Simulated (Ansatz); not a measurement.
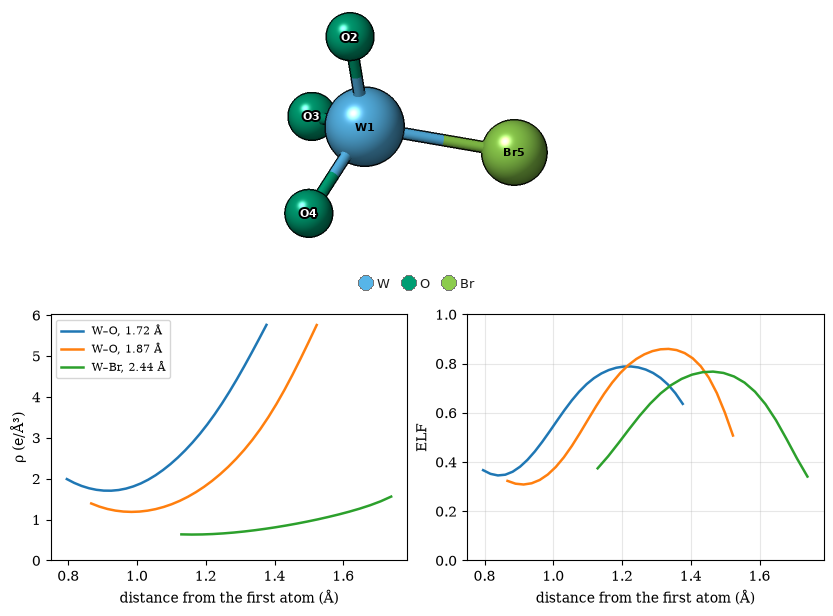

Figure. BrO$_{3}$W (doublet). Electron density and ELF along straight lines between neighbouring atoms. The curves leave out the atomic cores. The structure is drawn too.

Geometry: B3LYP-D4/def2-SVPD; core potentials replace the inner electrons of W.

Method: UKS PBE0-D4/def2-TZVPD (Ansatz 0.2.0).

Input

```
crystal:
  periodic: [false, false, false]
  atoms:
    - {symbol: W, position_ang: [0.055880, 0.059485, 0.044808]}
    - {symbol: O, position_ang: [0.074989, 0.090990, 1.765148]}
    - {symbol: O, position_ang: [1.678461, 0.131664, -0.534574]}
    - {symbol: O, position_ang: [-0.735190, 1.665186, -0.510569]}
    - {symbol: Br, position_ang: [-1.074140, -1.947325, -0.764813]}
basis:
  gaussian: {orbitals: def2-TZVPD, initial_orbitals: start.molden}
magnetization: {spin_polarized: true, initial_magnetization: 1}
hamiltonian: {xc: pbe0, dispersion: d4}
scf: {omitted_lower_state_checks: [starts]}
output: {orbitals: {seedname: orbitals}}
```

Command:

```sh
ansatz run in.yaml --threads 4 --pin off --events-out ev --progress --plain --max-ram 3916MiB
```

What can be read from the curves?

W–O (1.72 Å): ρ at the midpoint is about 1.8 e/Å³; the ELF peaks at about 0.80 in the valence shell of O, 0.5 Å from its nucleus, and drops to about 0.35 between the two atoms.
W–O (1.87 Å): ρ is about 1.2 e/Å³ halfway; the ELF peaks at about 0.85 in the valence shell of O, 0.5 Å from its nucleus, and drops to about 0.30 between the two atoms.
W–Br (2.44 Å): ρ at the midpoint is about 0.65 e/Å³; the ELF peaks at about 0.75 in the valence shell of Br, 1.0 Å from its nucleus, and is about 0.55 at the midpoint.
